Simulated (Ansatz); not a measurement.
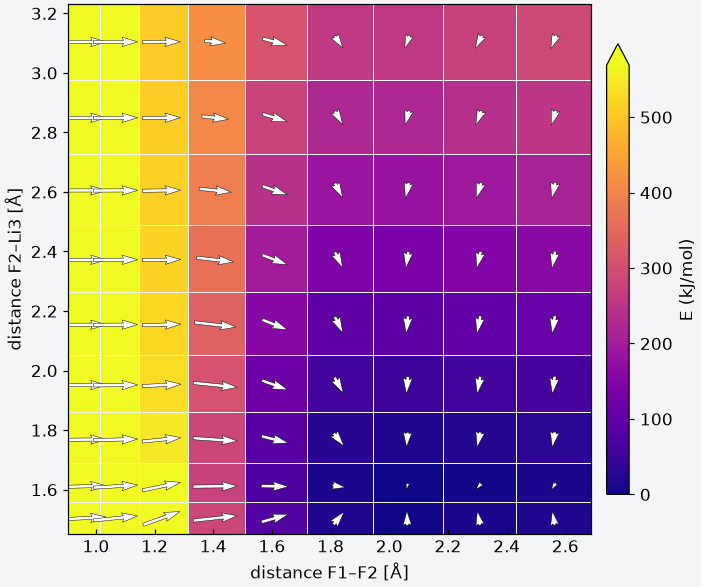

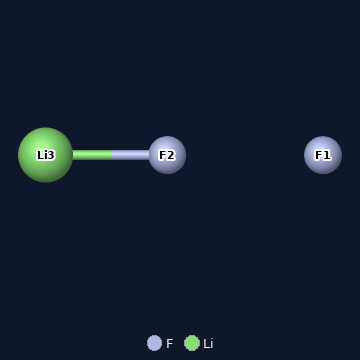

Energy landscape of the system F + FLi, spin multiplicity 2. Coordinates scanned: (1) distance F1–F2; (2) distance F2–Li3. Nothing is relaxed (the angle F1–F2–Li3 is fixed at 180 degrees). The grid has 9 × 9 points. All energies are given in kJ/mol relative to the lowest grid point. Energies and slopes of some neighbouring points disagree (a jump in structure or state, or too coarse a mesh). Level of theory: UKS wB97X-V/def2-TZVPD (Ansatz).

Drawn: one coloured cell a grid point, arrows along the force (downhill), their lengths compressed, one colour for all values above the top of the scale. The second picture is the structure at the lowest point.

### Where are the lowest and the highest points?

The lowest grid point is at distance F1–F2 = 2.061 Å, distance F2–Li3 = 1.611 Å. The highest grid point, distance F1–F2 = 0.960 Å, distance F2–Li3 = 1.504 Å, lies 1461 kJ/mol above the lowest.

The values on the grid:

| distance F2–Li3 ↓, distance F1–F2 → | 0.960 | 1.067 | 1.224 | 1.407 | 1.610 | 1.828 | 2.061 | 2.305 | 2.560 |
| --- | --- | --- | --- | --- | --- | --- | --- | --- | --- |
| 3.104 | 1391 | 840 | 508 | 417 | 312 | 259 | 258 | 274 | 290 |
| 2.849 | 1393 | 843 | 510 | 405 | 278 | 224 | 223 | 237 | 252 |
| 2.605 | 1396 | 846 | 514 | 388 | 241 | 185 | 182 | 195 | 209 |
| 2.372 | 1399 | 850 | 518 | 366 | 200 | 143 | 138 | 150 | 162 |
| 2.154 | 1402 | 855 | 523 | 337 | 158 | 99 | 93 | 103 | 113 |
| 1.951 | 1407 | 861 | 531 | 308 | 118 | 57 | 50 | 57 | 67 |
| 1.768 | 1416 | 872 | 545 | 284 | 88 | 25 | 16 | 22 | 30 |
| 1.611 | 1435 | 893 | 570 | 276 | 75 | 10 | 0 | 6 | 13 |
| 1.504 | 1461 | 921 | 602 | 286 | 82 | 16 | 5 | 10 | 17 |

Each point was launched as `ansatz run input.yaml --threads 1 --pin off --max-ram 2560MiB --backend cpu --events-out ev --progress --plain --runs-dir out`. The whole map (81 points run) took 19 min on 1 thread of Arm Neoverse V1, on a shared host.
